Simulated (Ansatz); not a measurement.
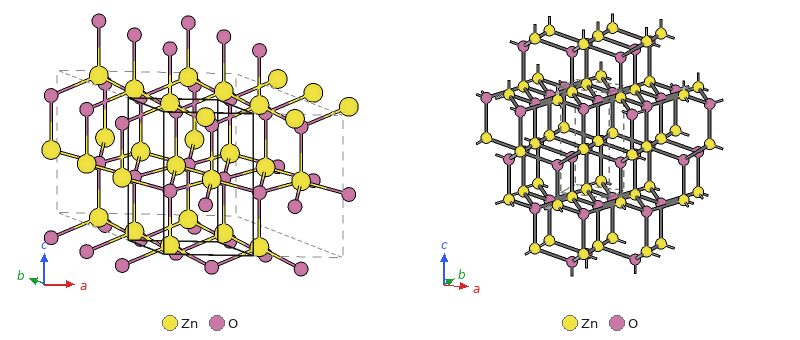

Left: the structure. Right: its underlying net. Nodes are coloured by element. Edges to nodes outside the piece are drawn as stubs.

ZnO (space group P6_3mc, No. 186): the input geometry of an electronic-structure calculation (not necessarily at equilibrium).

Bonds are taken as O–Zn below 2.2 Å. Simplification: prune 0- and 1-connected atoms, fold 2-connected ones into links.

The result is a uninodal 4-connected, three-periodic net: Zn and O are 4-connected nodes. It is the lon net, known from lonsdaleite, wurtzite and tridymite. It is a single net, without interpenetration.

```csv
node,links,point symbol,coordination sequence
Zn and O,4,6^6,4 12 25 44 67 96
```
